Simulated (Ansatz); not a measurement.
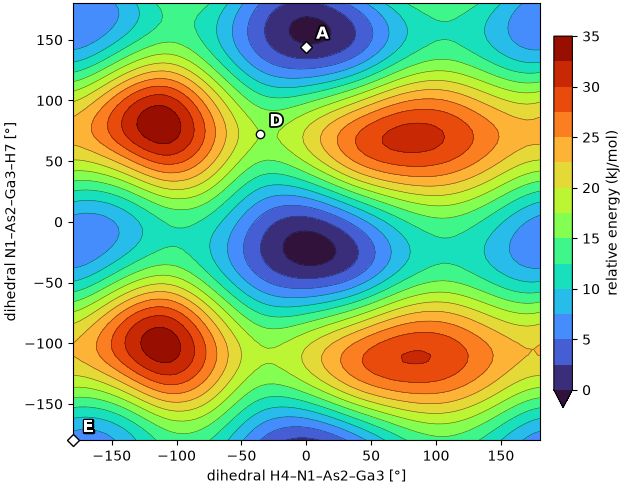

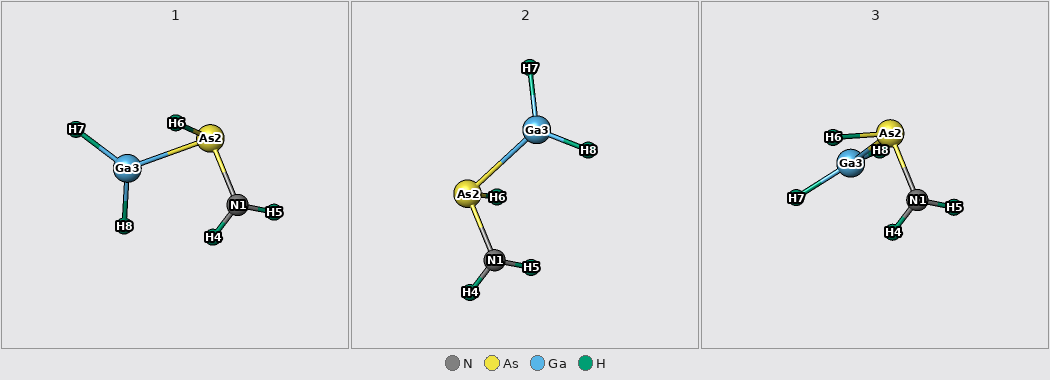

AsGaH₅N, SMILES N[AsH][GaH2]. Coordinates scanned: (1) dihedral H4–N1–As2–Ga3; (2) dihedral N1–As2–Ga3–H7. Nothing is relaxed (all other coordinates rigid). Grid: 10 × 10 points. Points are written as (first, second). Energies: kJ/mol, counted from the lowest grid point. These are results of RKS PBE-D4/def2-TZVP (Ansatz), not measurements.

In the figure: filled contours, lettered points. Between grid points the surface is interpolated. The numbered pictures are the structures at these points, in random order.

Question: Which structure belongs to which point?

Answer: A is structure 1: (0°, 144°), 0.34 kJ/mol; D is structure 3: (−36°, 72°), 17.5 kJ/mol; E is structure 2: (−180°, −180°), 6.2 kJ/mol.
